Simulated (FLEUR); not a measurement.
# Gd (Gadolinium): parallel and opposed starts, part 2 of 3

A self-consistent run ends on one state, which hangs on the start. Several orders of Gd (Gadolinium) are started in FLEUR and their energies compared.

FLEUR MaX-R8.1; PBE with U = 6 eV on Gd f; all-electron FLAPW, Dirac cores, scalar-relativistic bands.

So far, largest spin moment in the muffin-tin sphere (μB): step 2 (run 1 (ferro ++)) 7.38; step 3 (antiferromagnetic, start moments [7.0, -7.0] μB) 7.32.

### 4. Start 3: antiferro q=(0,0,1/2) +-+-

Another pattern of signs weighs the neighbour shells otherwise.

This order needs a doubled cell of 4 atoms. The mesh is halved along the doubled vector, so that both cells sample the same points. The k list default-1 (kpts.xml, not shown) is a Γ-centred 10×10×3 mesh.

Input file inp.xml:

```
<?xml version="1.0" encoding="UTF-8" standalone="no"?>
<fleurInput fleurInputVersion="0.39">
   <comment>
      Gd
   </comment>
   <calculationSetup>
      <cutoffs Kmax="3.6" Gmax="10.8" GmaxXC="10.8" numbands="0"/>
      <scfLoop itmax="120" minDistance="0.0001" maxIterBroyd="15" imix="Anderson" alpha="0.05" precondParam="0.0" spinf="2.0" sdNocoIR="T"/>
      <coreElectrons ctail="T" frcor="F" kcrel="0" coretail_lmax="0"/>
      <xcFunctional name="pbe" relativisticCorrections="F"/>
      <magnetism jspins="2"/>
      <soc l_soc="F" theta="0.0" phi="0.0" spav="F"/>
      <expertModes spex="0" secvar="F"/>
      <geometryOptimization l_f="F" forcealpha="1.0" forcemix="BFGS" epsdisp="0.00001" epsforce="0.00001"/>
      <ldaU l_linMix="F" mixParam="0.05" spinf="1.0"/>
   </calculationSetup>
   <cell>
      <bzIntegration valenceElectrons="72.0" mode="hist" fermiSmearingEnergy="0.00183747">
         <kPointListSelection listName="default-1"/>
         <xi:include xmlns:xi="http://www.w3.org/2001/XInclude" href="kpts.xml"> </xi:include>
      </bzIntegration>
      <xi:include xmlns:xi="http://www.w3.org/2001/XInclude" href="sym.xml"> </xi:include>
      <bulkLattice scale="1.0">
         <bravaisMatrix>
            <row-1>    6.8710441890833946    -0.0000000000188973     0.0000000000000000</row-1>
            <row-2>   -3.4355220945416973     5.9504988182763174     0.0000000000000000</row-2>
            <row-3>    0.0000000000000000     0.0000000000000000    21.8550605762239201</row-3>
         </bravaisMatrix>
      </bulkLattice>
   </cell>
   <atomSpecies>
      <species name="Gadolinium7.000" element="Gd" atomicNumber="64">
         <mtSphere radius="2.8" gridPoints="925" logIncrement="0.014"/>
         <atomicCutoffs lmax="10" lnonsphr="8"/>
         <electronConfig flipSpins="F">
            <coreConfig>(1s1/2) (2s1/2) (2p1/2) (2p3/2) (3s1/2) (3p1/2) (3p3/2) (4s1/2) (3d3/2) (3d5/2) (4p1/2) (4p3/2) (4d3/2) (4d5/2)</coreConfig>
            <valenceConfig>(5s1/2) (5p1/2) (5p3/2) (6s1/2) (4f5/2) (4f7/2) (5d3/2) (5d5/2)</valenceConfig>
            <stateOccupation state="(4f5/2)" spinUp="2.5" spinDown="0.5"/>
            <stateOccupation state="(4f7/2)" spinUp="4.0" spinDown="0.0"/>
            <stateOccupation state="(5d3/2)" spinUp="0.4" spinDown="0.0"/>
            <stateOccupation state="(5d5/2)" spinUp="0.6" spinDown="0.0"/>
         </electronConfig>
         <energyParameters s="6" p="6" d="5" f="4"/>
         <ldaU l="3" U="6.0" J="0.0" l_amf="F"/>
         <lo type="SCLO" l="0" n="5" eDeriv="0"/>
         <lo type="SCLO" l="1" n="5" eDeriv="0"/>
      </species>
      <species name="Gadolinium-7.000" element="Gd" atomicNumber="64">
         <mtSphere radius="2.8" gridPoints="925" logIncrement="0.014"/>
         <atomicCutoffs lmax="10" lnonsphr="8"/>
         <electronConfig flipSpins="F">
            <coreConfig>(1s1/2) (2s1/2) (2p1/2) (2p3/2) (3s1/2) (3p1/2) (3p3/2) (4s1/2) (3d3/2) (3d5/2) (4p1/2) (4p3/2) (4d3/2) (4d5/2)</coreConfig>
            <valenceConfig>(5s1/2) (5p1/2) (5p3/2) (6s1/2) (4f5/2) (4f7/2) (5d3/2) (5d5/2)</valenceConfig>
            <stateOccupation state="(4f5/2)" spinUp="0.5" spinDown="2.5"/>
            <stateOccupation state="(4f7/2)" spinUp="0.0" spinDown="4.0"/>
            <stateOccupation state="(5d3/2)" spinUp="0.0" spinDown="0.4"/>
            <stateOccupation state="(5d5/2)" spinUp="0.0" spinDown="0.6"/>
         </electronConfig>
         <energyParameters s="6" p="6" d="5" f="4"/>
         <ldaU l="3" U="6.0" J="0.0" l_amf="F"/>
         <lo type="SCLO" l="0" n="5" eDeriv="0"/>
         <lo type="SCLO" l="1" n="5" eDeriv="0"/>
      </species>
   </atomSpecies>
   <atomGroups>
      <atomGroup species="Gadolinium7.000">
         <relPos label="                   1">1.000/3.000 -1.000/3.000 -1.000/8.000</relPos>
         <relPos label="                   3">-1.000/3.000 1.000/3.000 1.000/8.000</relPos>
         <force calculate="T" relaxXYZ="TTT"/>
      </atomGroup>
      <atomGroup species="Gadolinium-7.000">
         <relPos label="                   2">1.000/3.000 -1.000/3.000 3.000/8.000</relPos>
         <relPos label="                   4">-1.000/3.000 1.000/3.000 -3.000/8.000</relPos>
         <force calculate="T" relaxXYZ="TTT"/>
      </atomGroup>
   </atomGroups>
   <output dos="F" band="F" slice="F">
      <bandDOS minEnergy="-.5*Htr" maxEnergy="0.5*Htr" sigma="0.015" storeEVData="T"/>
      <plotting iplot="0" polar="F">
         <plot TwoD="T" vec1="  1.0  0.0  0.0" vec2="  0.0  1.0  0.0" vec3="  0.0  0.0  1.0" zero="  0.0  0.0  0.0" file="plot"/>
      </plotting>
      <moessbauerParams electricFieldGradient="F" isomerShift="F" coreHyperfine="F" valenceHyperfine="F"/>
   </output>
</fleurInput>
```

Input file crystal.txt:

```
Gd
&input film=F cartesian=F /
3.63600000002  -0.00000000001  0.00000000000
-1.81800000001  3.14886836818  0.00000000000
0.00000000000  0.00000000000  11.56520000000
1.8897261246
1.0 1.0 1.0

4
64 0.33333333333  0.66666666667  0.12500000000 : 7.000
64 0.33333333333  0.66666666667  0.62500000000 : -7.000
64 0.66666666667  0.33333333333  0.37500000000 : 7.000
64 0.66666666667  0.33333333333  0.87500000000 : -7.000

&kpt div1=10 div2=10 div3=3 gamma=T /
```

Started as:

```sh
$ OMP_NUM_THREADS=1 inpgen -f crystal.txt > inpgen.log  # inp.xml is then edited as shown
$ OMP_NUM_THREADS=1 mpirun -n 4 fleur_MPI > fleur.log
```

The program printed:

```text
[banner, memory and clock lines left out]
Welcome to FLEUR        (www.flapw.de)
      MaX-Release 8.1          (www.max-centre.eu)

 ========== k-point set info ==========
 Selected k-point list: default-1
 k-point list type: mesh
 10 x 10 x 3
 Number of k points: 36

 [... set-up left out ...]
 Iteration:     1   Distance:      27.92633103 me/bohr^3
 Iteration:     2   Distance:      26.67230865 me/bohr^3
 Iteration:     3   Distance:       3.39950061 me/bohr^3
 Iteration:     4   Distance:       0.67079069 me/bohr^3
 Iteration:     5   Distance:       0.48524166 me/bohr^3
[...]
[... left out ...]
            <freeEnergy value="-45122.2192087685"/>
            <extrapolationTo0K value="-45122.2183456526"/>
         </totalEnergy>
         [... left out ...]
         <ldaUDensityMatrixConvergence>
            <distance spin="1" distance="0.000000"/>
            <distance spin="2" distance="0.000000"/>
         </ldaUDensityMatrixConvergence>
         <densityConvergence units="me/bohr^3">
            <chargeDensity spin="1" distance="0.0000470711"/>
            <chargeDensity spin="2" distance="0.0000466889"/>
            <overallChargeDensity distance="0.0000369344"/>
            <spinDensity distance="0.0000861796"/>
         </densityConvergence>
      </iteration>
```

Run time: 3.6 min. Hardware: 4 MPI ranks of Intel Xeon Platinum 8259CL at 2.50GHz (Skylake/Cascade Lake), shared host; peak memory 0.4 GiB; 14 min of CPU time.

Spin moment in the muffin-tin sphere by atom:

| atom | spin moment in the muffin-tin sphere (μB) |
| --- | --- |
| Gd1 | 7.37 |
| Gd2 | -7.37 |
| Gd3 | 7.37 |
| Gd4 | -7.37 |

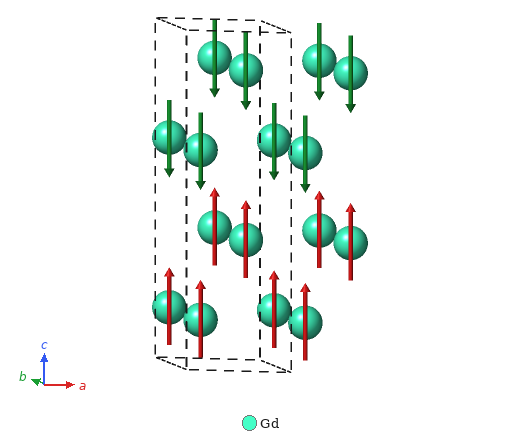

Spin moment in the muffin-tin sphere as arrows, the longest 7.37 μB. Up and down stand for the sign. Arrows give size and sign along the axis of quantisation, drawn up and down the page. The two directions have two colours. 2×2×1 cells are drawn.

Numbers from this step:

```yaml
free_energy: -1227838.1352 eV
program_s_band_gap_on_this_mesh_in_a_metal_only_a_level_spacing: 1.40e-5 eV
magnetization: 0 μB
final_state: antiferromagnetic
```

It lies 22.5 meV a seeded atom over the first start, and its largest moment is 7.37 μB against 7.38 μB.

### 5. Order 4, typed as antiferro q=(0,1/2,0) +-+-

Reversing part of the moments tests the sign of the couplings between them.

This order needs a doubled cell of 4 atoms. The mesh is halved along the doubled vector, so that both cells sample the same points. The k list default-1 (kpts.xml, not shown) is a Γ-centred 10×5×6 mesh.

Changes to inp.xml since step 4:

```diff
@@ -24,5 +24,5 @@
          <bravaisMatrix>
-            <row-1>    6.8710441890833946    -0.0000000000188973     0.0000000000000000</row-1>
-            <row-2>   -3.4355220945416973     5.9504988182763174     0.0000000000000000</row-2>
-            <row-3>    0.0000000000000000     0.0000000000000000    21.8550605762239201</row-3>
+            <row-1>    6.8710441890456000     0.0000000000000000     0.0000000000000000</row-1>
+            <row-2>   -6.8710441890456000    11.9009976366282224     0.0000000000000000</row-2>
+            <row-3>    0.0000000000000000     0.0000000000000000    10.9275302881119600</row-3>
          </bravaisMatrix>
@@ -66,4 +66,4 @@
       <atomGroup species="Gadolinium7.000">
-         <relPos label="                   1">1.000/3.000 -1.000/3.000 -1.000/8.000</relPos>
-         <relPos label="                   3">-1.000/3.000 1.000/3.000 1.000/8.000</relPos>
+         <relPos label="                   1">1.000/3.000 1.000/12.000 1.000/4.000</relPos>
+         <relPos label="                   3">-1.000/3.000 -1.000/12.000 -1.000/4.000</relPos>
          <force calculate="T" relaxXYZ="TTT"/>
@@ -71,4 +71,4 @@
       <atomGroup species="Gadolinium-7.000">
-         <relPos label="                   2">1.000/3.000 -1.000/3.000 3.000/8.000</relPos>
-         <relPos label="                   4">-1.000/3.000 1.000/3.000 -3.000/8.000</relPos>
+         <relPos label="                   2">1.000/3.000 -5.000/12.000 1.000/4.000</relPos>
+         <relPos label="                   4">-1.000/3.000 5.000/12.000 -1.000/4.000</relPos>
          <force calculate="T" relaxXYZ="TTT"/>
```

Input file crystal.txt:

```
Gd
&input film=F cartesian=F /
3.63600000000  0.00000000000  0.00000000000
-3.63600000000  6.29773673640  0.00000000000
0.00000000000  0.00000000000  5.78260000000
1.8897261246
1.0 1.0 1.0

4
64 0.33333333340  0.33333333340  0.25000000000 : 7.000
64 0.33333333335  0.83333333335  0.25000000000 : -7.000
64 0.66666666660  0.16666666660  0.75000000000 : 7.000
64 0.66666666665  0.66666666665  0.75000000000 : -7.000

&kpt div1=10 div2=5 div3=6 gamma=T /
```

The program printed:

```text
[banner, memory and clock lines left out]
Welcome to FLEUR        (www.flapw.de)
      MaX-Release 8.1          (www.max-centre.eu)

 ========== k-point set info ==========
 Selected k-point list: default-1
 k-point list type: mesh
 10 x 5 x 6
 Number of k points: 104

 [... set-up left out ...]
 Iteration:     1   Distance:      27.79329499 me/bohr^3
 Iteration:     2   Distance:      26.54268228 me/bohr^3
 Iteration:     3   Distance:       3.29954040 me/bohr^3
 Iteration:     4   Distance:       0.58395367 me/bohr^3
 Iteration:     5   Distance:       0.46563811 me/bohr^3
[...]
[... left out ...]
            <freeEnergy value="-45122.2153453470"/>
            <extrapolationTo0K value="-45122.2141884099"/>
         </totalEnergy>
         [... left out ...]
         <ldaUDensityMatrixConvergence>
            <distance spin="1" distance="0.000001"/>
            <distance spin="2" distance="0.000001"/>
         </ldaUDensityMatrixConvergence>
         <densityConvergence units="me/bohr^3">
            <chargeDensity spin="1" distance="0.0000501644"/>
            <chargeDensity spin="2" distance="0.0000386936"/>
            <overallChargeDensity distance="0.0000591788"/>
            <spinDensity distance="0.0000672696"/>
         </densityConvergence>
      </iteration>
```

Wall time 8.8 min (4 MPI ranks); peak memory 0.56 GiB.

Read from the output:

* free energy: -1227838.0300 eV
* program's band gap on this mesh (in a metal only a level spacing): 1.10e-9 eV
* magnetization: 0 μB
* final state: antiferromagnetic
* largest moment: 7.330 μB

It lies 48.8 meV a seeded atom over the first start, and its largest moment is 7.33 μB against 7.38 μB.

### 6. Start 5: antiferro q=(0,1/2,0) +--+

Reversing part of the moments tests the sign of the couplings between them.

The cell is doubled to 4 atoms to hold this order. The mesh is halved along the doubled vector, so that both cells sample the same points.

Changes to inp.xml since step 5:

```diff
@@ -66,4 +66,4 @@
       <atomGroup species="Gadolinium7.000">
-         <relPos label="                   1">1.000/3.000 1.000/12.000 1.000/4.000</relPos>
-         <relPos label="                   3">-1.000/3.000 -1.000/12.000 -1.000/4.000</relPos>
+         <relPos label="                   1">1.000/3.000 1.000/3.000 1.000/4.000</relPos>
+         <relPos label="                   4">-1.000/3.000 -1.000/3.000 -1.000/4.000</relPos>
          <force calculate="T" relaxXYZ="TTT"/>
@@ -71,4 +71,4 @@
       <atomGroup species="Gadolinium-7.000">
-         <relPos label="                   2">1.000/3.000 -5.000/12.000 1.000/4.000</relPos>
-         <relPos label="                   4">-1.000/3.000 5.000/12.000 -1.000/4.000</relPos>
+         <relPos label="                   2">1.000/3.000 -1.000/6.000 1.000/4.000</relPos>
+         <relPos label="                   3">-1.000/3.000 1.000/6.000 -1.000/4.000</relPos>
          <force calculate="T" relaxXYZ="TTT"/>
```

Changes to crystal.txt since step 5:

```diff
@@ -11,4 +11,4 @@
 64 0.33333333335  0.83333333335  0.25000000000 : -7.000
-64 0.66666666660  0.16666666660  0.75000000000 : 7.000
-64 0.66666666665  0.66666666665  0.75000000000 : -7.000
+64 0.66666666665  0.16666666665  0.75000000000 : -7.000
+64 0.66666666660  0.66666666660  0.75000000000 : 7.000
```

The program printed:

```text
[banner, memory and clock lines left out]
Welcome to FLEUR        (www.flapw.de)
      MaX-Release 8.1          (www.max-centre.eu)

 ========== k-point set info ==========
 Selected k-point list: default-1
 k-point list type: mesh
 10 x 5 x 6
 Number of k points: 104

 [... set-up left out ...]
 Iteration:     1   Distance:      27.68059512 me/bohr^3
 Iteration:     2   Distance:      26.43424351 me/bohr^3
 Iteration:     3   Distance:       3.28059117 me/bohr^3
 Iteration:     4   Distance:       0.60338681 me/bohr^3
 Iteration:     5   Distance:       0.49582863 me/bohr^3
[...]
[... left out ...]
            <freeEnergy value="-45122.2126580125"/>
            <extrapolationTo0K value="-45122.2114566981"/>
         </totalEnergy>
         [... left out ...]
         <ldaUDensityMatrixConvergence>
            <distance spin="1" distance="0.000000"/>
            <distance spin="2" distance="0.000000"/>
         </ldaUDensityMatrixConvergence>
         <densityConvergence units="me/bohr^3">
            <chargeDensity spin="1" distance="0.0000225468"/>
            <chargeDensity spin="2" distance="0.0000223827"/>
            <overallChargeDensity distance="0.0000256273"/>
            <spinDensity distance="0.0000369044"/>
         </densityConvergence>
      </iteration>
```

It took 8.2 min on 4 MPI ranks; peak memory 0.55 GiB; 33 min of CPU time.

Numbers from this step:

| Item | Value |
| --- | --- |
| free energy | -1227837.9569 eV |
| program's band gap on this mesh (in a metal only a level spacing) | 1.10e-8 eV |
| magnetization | 0 μB |
| final state | antiferromagnetic |
| largest moment | 7.258 μB |

It lies 67.1 meV a seeded atom over the first start, and its largest moment is 7.26 μB against 7.38 μB.

[end of part 2 of 3]

[Logs and program files are shortened in this print: banners, set-up blocks, solver, clock and traceback lines can be left out without a mark of their own.]

[Logs are printed without paths, hosts, clocks, repeated set-up lines and the standing remarks that a program may print on its own settings, such as how far it seeks lower states.]

[Hosts, paths, dates, database ids (printed as entryN), source tags and the programs' standing remarks are cut or masked in the printed files.]

[Where a cell is said to come from a database of computed structures, the database is the Materials Project.]
